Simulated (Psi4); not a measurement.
**F2S2 (SMILES FSSF): a chain of runs**

We compute a geometry optimisation (B3LYP/def2-TZVP), then vibrational wavenumbers, then a single-point energy (CCSD(T)/cc-pVDZ) of F2S2. 

The results are computed with Psi4 1.11.

## 1. Starting point

The species is F2S2 (4 atoms), typed as a singlet with charge 0. SMILES: `FSSF`. The shape is that of a GFN2-xTB optimisation. The run starts from this shape.

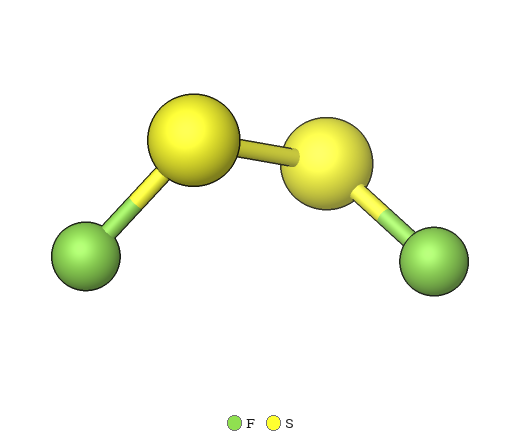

Viewed from a chosen angle; fluorine green, sulfur yellow.

## 2. A geometry optimisation at B3LYP/def2-TZVP (density fitting) (run 1)

The input, job.dat:

```
memory 1600 mb

molecule molecule1 {
  0 1
  F     -1.807340    -0.221690    -0.627860
  S     -0.459150     0.805490    -0.623660
  S      1.055580    -0.303530    -0.217800
  F      1.210900    -0.280260     1.469320
}

set {
  basis        def2-TZVP
  reference    rks
  geom_maxiter 60
}

result, w = opt('b3lyp', return_wfn=True)
```

Started as:

```console
psi4 -n 1 job.dat job.out
```

job.out:

```text
Psi4 1.11 release

gradient() will perform analytic gradient computation.

   => Loading Basis Set <=

    Name: DEF2-TZVP
    Role: ORBITAL
    Keyword: BASIS

         ---------------------------------------------------------
                                   SCF
                              RKS Reference
                        1 Threads,   1525 MiB Core
         ---------------------------------------------------------

  ==> Geometry <==

    Molecular point group: c1
    Full point group: C1

    Geometry (in Angstrom), charge = 0, multiplicity = 1:

[... 155 lines left out ...]
   @DF-RKS iter   8:  -996.19173786523800   -2.98301e-07   1.54356e-06 DIIS
[... 137 lines left out ...]
    Weights Tolerance      =       1.00E-15
[... 204 lines left out ...]
   @DF-RKS iter  11:  -996.19317347316110   -2.27374e-13   1.93209e-09 DIIS
[... 139 lines left out ...]
	  Convergence Criteria     1.00e-06 *    3.00e-04 *             o    1.20e-03 *             o
[... 128 lines left out ...]
    Nuclear Repulsion Energy =            228.4873116361305847
[... 222 lines left out ...]
   @DF-RKS iter   1:  -996.19356991989127   -1.69292e-02   1.13585e-04 ADIIS/DIIS
[... 31 lines left out ...]
    VV10 Nonlocal Energy =                  0.0000000000000000
[... 222 lines left out ...]
   @DF-RKS iter   6:  -996.19369918531640   -8.00355e-11   6.16074e-08 DIIS
[... 154 lines left out ...]
	Measures of convergence in internal coordinates in au.
[... 3 lines left out ...]
	----------------------------------------------------------------------------------------------
	   Step    Total Energy     Delta E     Max Force     RMS Force      Max Disp      RMS Disp
	----------------------------------------------------------------------------------------------
	  Convergence Criteria     1.00e-06 *    3.00e-04 *             o    1.20e-03 *             o
	----------------------------------------------------------------------------------------------
	     5    -996.19369919   -2.41e-06      2.69e-04 *    1.13e-04 o    7.00e-04 *    3.40e-04 o  ~
	----------------------------------------------------------------------------------------------

Next Geometry in Ang
	Fragment 1 (Ang)

	    F  -1.8782248668  -0.2635676154  -0.5229295677
	    S  -0.5439109071   0.7100368663  -0.5318368512
	    S   0.9790658263  -0.3423697284  -0.0840307187
	    F   1.1459998552  -0.3551031423   1.5592419930

    Final optimized geometry and variables:
    Molecular point group: c1
    Full point group: C1

    Geometry (in Angstrom), charge = 0, multiplicity = 1:

    F           -1.878333811669    -0.263493666075    -0.523126937730
    S           -0.543837766234     0.709858304349    -0.531732859469
    S            0.978861799370    -0.342293174796    -0.083958929667
    F            1.146239686133    -0.355075083238     1.559263582223

    Psi4 run time: 0:00:30.01

[set-up sections that repeat, and orbital energies of the middle runs, are left out above]
```

The script printed:

```text
Optimizer: Optimization complete!
```

Run time: 32 s. Hardware: 1 thread of Intel Xeon Platinum 8375C at 2.90GHz (Ice Lake), shared host; peak memory 0.59 GiB.

Step by step:

| step | energy from the first frame kept (eV) | largest force (eV/Å) |
| --- | --- | --- |
| 0 | 0.0000 | 1.0550 |
| 1 | -0.0391 | 0.4336 |
| 2 | -0.0396 | 0.3895 |
| 3 | -0.0533 | 0.0380 |
| 4 | -0.0534 | 0.0150 |

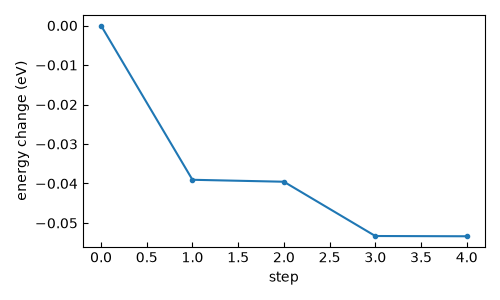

Energy along the run.

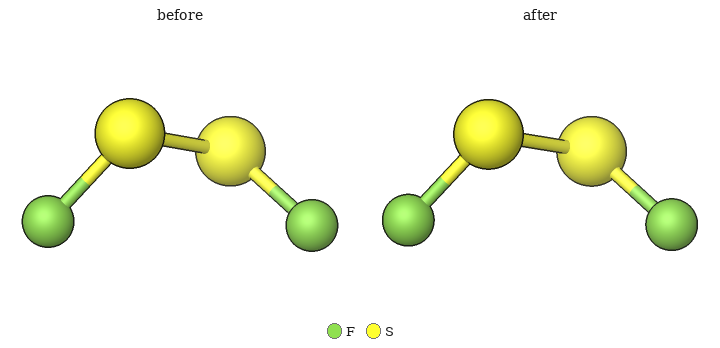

Before and after, at one scale.

After the run. Bond lengths: F1–S2 1.652 Å, S2–S3 1.904 Å, S3–F4 1.652 Å. Angles: F1–S2–S3 108.6°, S2–S3–F4 108.6°.

## 3. The harmonic vibrations at B3LYP/def2-TZVP (density fitting) (run 2)

The input, f2s2.dat:

```
memory 1600 mb

molecule mol {
  F
  S 1 r2
  S 2 r3 1 a3
  F 3 r4 2 a4 1 d4

  r2 = 1.651777
  r3 = 1.904242
  a3 = 108.61573
  r4 = 1.651775
  a4 = 108.61652
  d4 = -88.09974
  units angstrom
}

set basis def2-TZVP
set reference rks
set t 600.0
set rotational_symmetry_number 2

E, wfn = freq("b3lyp", return_wfn=True)
print_variables()
```

Started as:

```console
psi4 -n 1 f2s2.dat f2s2.out
```

f2s2.out:

```text
Psi4 1.11 release

         ----------------------------------------------------------
                                   FINDIF
         ----------------------------------------------------------

  Using finite-differences of gradients to determine vibrational frequencies and
  normal modes. Resulting frequencies are only valid at stationary points.
    Generating geometries for use with 3-point formula.
    Displacement size will be 5.00e-03.
    Number of atoms is 4.
    Number of irreps is 1.
    Number of SALCs is 9.
    Translations projected? 1. Rotations projected? 0.
    Index of SALCs per irrep:
      1 :  0  1  2  3  4  5  6  7  8
    Number of SALCs per irrep:
      Irrep 1: 9
    Number of geometries (including reference) is 19.
    Number of displacements per irrep:
      Irrep 1: 18
 19 displacements needed ...

  //>>>>>>>>>>>>>>>>>>>>>>>>>>>>>>>>>>>//
  //    FiniteDifference Computations  //
  //<<<<<<<<<<<<<<<<<<<<<<<<<<<<<<<<<<<//

[... 183 lines left out ...]
                           Total Energy        Delta E     RMS |[F,P]|
[... 447 lines left out ...]
   @DF-RKS iter   4:  -996.19336448179115   -1.27489e-02   1.89218e-04 DIIS/ADIIS
[... 379 lines left out ...]
   @DF-RKS iter   9:  -996.19369910920648   -2.63003e-09   4.04023e-07 DIIS
[... 379 lines left out ...]
  Energy and wave function converged.
[... 382 lines left out ...]
    One-Electron Energy =               -1831.7246437663204688
[... 384 lines left out ...]
    Empirical Dispersion Energy =           0.0000000000000000
[... 366 lines left out ...]
 Dipole Z            :         -0.4868179            0.9222137            0.4353958
[... 502 lines left out ...]
   @DF-RKS iter SAD:  -996.01030390853361   -9.96010e+02   0.00000e+00
[... 384 lines left out ...]
   @DF-RKS iter   3:  -996.18061523689937   -2.25802e-01   1.47104e-03 DIIS/ADIIS
[... 470 lines left out ...]
  "SCF TOTAL ENERGY"             =>    -996.193699185278
[... 6 lines left out ...]
  Array Variable Map:
  ----------------------------------------------------------------------------
  "B3LYP DIPOLE GRADIENT"        =>      -0.168548043038 ... -0.199684038597 12 by 3
  "B3LYP TOTAL GRADIENT"         =>       0.000031208098 ... 0.000040496088 4 by 3
  "B3LYP TOTAL HESSIAN"          =>       0.009337618916 ... 0.011435054057 12 by 12
  "CURRENT DIPOLE"               =>       0.443460103042 ... 0.434440239908 1 by 3
  "CURRENT DIPOLE GRADIENT"      =>      -0.168548043038 ... -0.199684038597 12 by 3
  "CURRENT GRADIENT"             =>       0.000031208098 ... 0.000040496088 4 by 3
  "CURRENT HESSIAN"              =>       0.009337618916 ... 0.011435054057 12 by 12
  "DFT TOTAL GRADIENT"           =>       0.000031208098 ... 0.000040496088 4 by 3
  "SCF DIPOLE"                   =>       0.443460103042 ... 0.434440239908 1 by 3
  "SCF TOTAL ENERGIES"           =>    -996.010385034326 ... -996.193699185278 1 by 12
  "SCF TOTAL GRADIENT"           =>       0.000031208098 ... 0.000040496088 4 by 3

    Psi4 run time: 0:02:04.24

[set-up sections that repeat, and orbital energies of the middle runs, are left out above]
```

On the terminal:

```text
Warning: used thermodynamics relations inappropriate for low-frequency modes: ['178.2942' '289.3372' '313.1297' '609.9433']
```

It took 2.1 min on 1 thread of Intel Xeon Platinum 8375C at 2.90GHz (Ice Lake), shared host; peak memory 0.56 GiB.

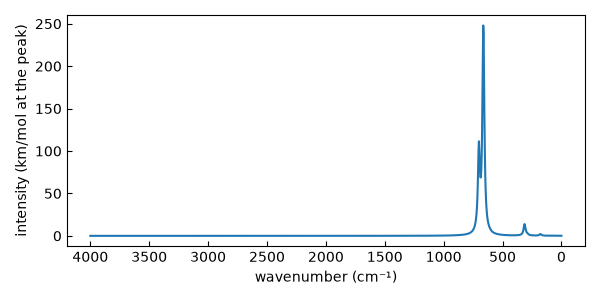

Harmonic infrared spectrum, unscaled, lines broadened by 10 cm⁻¹.

## 4. A single-point energy at CCSD(T)/cc-pVDZ (run 3)

The input, run.py:

```python
import psi4

psi4.set_memory(1600000000)
psi4.set_num_threads(1)
psi4.set_output_file('output.dat', False)

geom = psi4.geometry("""
0 1
F     -1.802430    -0.199609    -0.630217
S     -0.467934     0.773743    -0.638823
S      1.054765    -0.278409    -0.191049
F      1.222143    -0.291191     1.452174
""")

options = {'basis': 'cc-pVDZ', 'scf_type': 'pk', 'freeze_core': True}
psi4.set_options(options)

e, wfn = psi4.energy('ccsd(t)', return_wfn=True)
print(f'ccsd(t) energy: {e:.10f} Eh')
```

Started as:

```console
python run.py
```

output.dat, cut to the lines that bear on the results:

```text
[...]
   @RHF iter   2:  -993.83713342308783   -5.66698e-02   4.21399e-03 DIIS/ADIIS
[...]
   @RHF iter  12:  -993.86563558397938   -7.73070e-12   8.27200e-09 DIIS
[...]
      * MP2 total energy                      = -994.501474634938177
[...]
      * CCSD total energy                     = -994.526114469897266
[...]
      * CCSD(T) total energy                  = -994.544274047669319
```

On the terminal:

```text
ccsd(t) energy: -994.5442740477 Eh
```

It took 23 s on 1 thread of Intel Xeon Platinum 8375C at 2.90GHz (Ice Lake), shared host; peak memory 0.32 GiB.

## 5. Summary of results

| quantity | value |
| --- | --- |
| run 1, B3LYP/def2-TZVP: total energy at the end | -996.19370 Eh |
| run 1, B3LYP/def2-TZVP: dipole moment | 1.62 D |
| run 1, B3LYP/def2-TZVP: HOMO energy | -8.25 eV |
| run 1, B3LYP/def2-TZVP: LUMO energy | -2.03 eV |
| run 1, B3LYP/def2-TZVP: HOMO–LUMO gap | 6.22 eV |
| run 2, B3LYP/def2-TZVP: lowest harmonic wavenumber | 178 cm⁻¹ |
| run 2, B3LYP/def2-TZVP: highest harmonic wavenumber | 701 cm⁻¹ |
| run 2, B3LYP/def2-TZVP: zero-point energy | 16.5 kJ/mol |
| run 2, B3LYP/def2-TZVP: ideal-gas entropy at 600 K (symmetry number 2 as used) | 82.7 cal/(mol K) |
| run 3, CCSD(T)/cc-pVDZ: total energy | -994.54427 Eh |
| run 3, CCSD(T)/cc-pVDZ: HOMO energy (Hartree–Fock orbitals) | -11.64 eV |
| run 3, CCSD(T)/cc-pVDZ: LUMO energy (Hartree–Fock orbitals) | 2.65 eV |
| run 3, CCSD(T)/cc-pVDZ: HOMO–LUMO gap (Hartree–Fock orbitals) | 14.29 eV |
| run 3, CCSD(T)/cc-pVDZ: correlation energy (12 core orbitals frozen) | -678.6 mEh |
| run 3, CCSD(T)/cc-pVDZ: (T) correction | -18.16 mEh |
| run 3, CCSD(T)/cc-pVDZ: T1 diagnostic | 0.018 |

What this shows: The optimisation (run 1, B3LYP/def2-TZVP) took 5 steps and changed the energy by -0.053 eV. All 6 modes are real, so the shape is a minimum at this level. The triples (run 3, CCSD(T)/cc-pVDZ) make up 2.7 % of the correlation energy.
